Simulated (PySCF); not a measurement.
## Electronic structure of CH11BNSi3 (SMILES [SiH2]BC[SiH2]N[SiH3]) (doublet) in real space

```xyz
17

Si   -2.4949    0.2529    1.1955
B    -1.8721   -1.1144    0.0598
C    -1.1196   -0.7744   -1.2899
Si    0.7591   -0.6596   -0.9817
N     0.9886    0.5379    0.2524
Si    2.4645    1.0339    1.0013
H    -3.1541    0.1566    2.5071
H    -2.4521    1.7098    0.9595
H    -1.9839   -2.2524    0.3515
H    -1.4300    0.1738   -1.7345
H    -1.2621   -1.5372   -2.0556
H     1.3338   -1.9118   -0.4813
H     1.4503   -0.2754   -2.2263
H     0.2166    1.1739    0.3727
H     2.0681    1.9128    2.1035
H     3.1458   -0.1706    1.4706
H     3.3350    1.7563    0.0653
```

Geometry: GFN2-xTB.

Computed with UKS B3LYP, pcH-1 on B C H N Si, non-relativistic, mean-field spin-orbit, GIAO in PySCF.

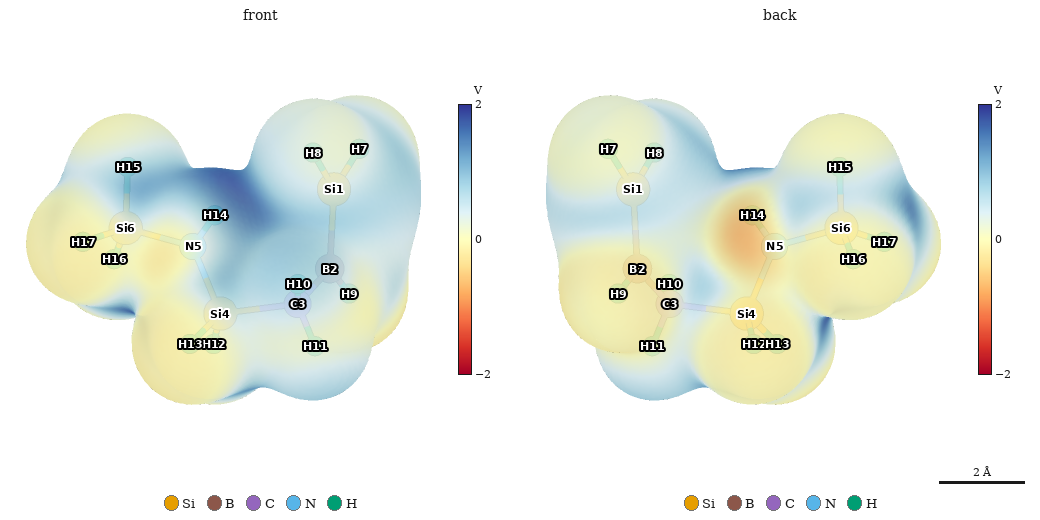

Figure 1. The electrostatic potential painted on the density surface at 0.002 e/bohr³, seen from the front and from behind; the colour scale runs from red (negative) to blue (positive).

> Where is the surface potential most negative and most positive?

The most negative region (about −0.6 V, or −14 kcal/mol for a unit charge) lies over N5, the most positive (about +1.7 V, or +39 kcal/mol for a unit charge) over Si4, Si6 and H14.

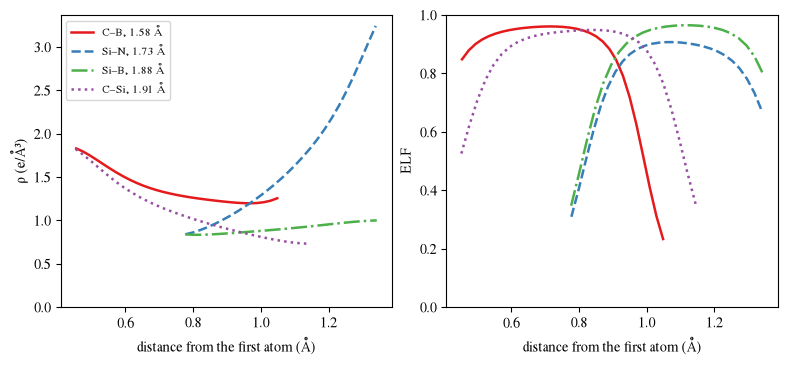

Figure 2. Total electron density and ELF along straight lines between neighbouring atoms. The curves leave out the atomic cores.

> What kind of bonding do the profiles show?

C–B (1.58 Å): ρ is about 1.3 e/Å³ halfway; the ELF peaks at about 0.95 between the atoms, as expected for a covalent bond.
Si–N (1.73 Å): ρ is about 0.96 e/Å³ halfway; the ELF peaks at about 0.90 between the atoms: a polar covalent bond.
Si–B (1.88 Å): ρ is about 0.86 e/Å³ halfway; the ELF peaks at about 0.95 between the atoms: localised, covalent bonding.
C–Si (1.91 Å): ρ is about 0.85 e/Å³ halfway; the ELF peaks at about 0.95 between the atoms, as expected for localised, covalent bonding.
